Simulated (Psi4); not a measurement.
# How methods differ on C2H7N (SMILES CCN)

C2H7N: 10 atoms, total charge 0, spin state singlet. SMILES: `CCN`. The shape was relaxed beforehand at PBE0/def2-TZVP. This is one conformer, not always the lowest.

```xyz
10

C    -0.8067    0.4957   -0.5390
C     0.0677   -0.6387   -0.0268
N     1.1723   -0.2463    0.8333
H    -1.6131    0.1230   -1.1776
H    -0.2186    1.2086   -1.1246
H    -1.2632    1.0427    0.2913
H     0.4850   -1.1927   -0.8736
H    -0.5469   -1.3561    0.5261
H     0.8254    0.2458    1.6484
H     1.7849    0.3977    0.3468
```

Each level gives the HOMO–LUMO gap (eV). The values are calculated.

| level | kind | program | value (eV) | CPU time |
| --- | --- | --- | --- | --- |
| PBE-D4/def2-TZVPP (density fitting) | GGA | Psi4 | 5.61 | 2.6 min |
| r2SCAN-D4/def2-TZVPP (density fitting) | meta-GGA | Psi4 | 6.72 | 7.1 min |
| B3LYP-D4/def2-TZVPP (density fitting) | global hybrid | Psi4 | 7.32 | 2.8 min |
| PBE0-D4/def2-TZVPP (density fitting) | global hybrid | Psi4 | 7.91 | 98 s |
| wB97M-V/def2-TZVPP (density fitting) | range-separated hybrid | Psi4 | 11.75 | 4.8 min |

The values span 5.61 to 11.75 eV. Orbital gaps aren't excitation energies; they tend to grow with the share of exact exchange. Times are those of the runs behind each value, whatever else they computed, on shared processors of several kinds: orders of magnitude only.

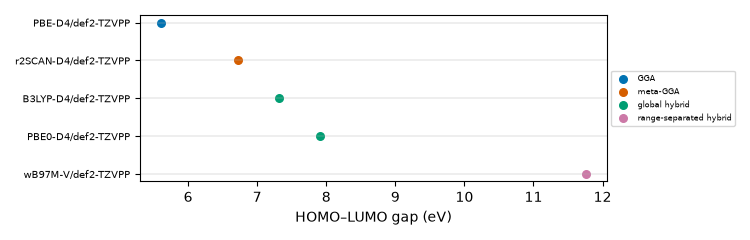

The values of the table, level by level.
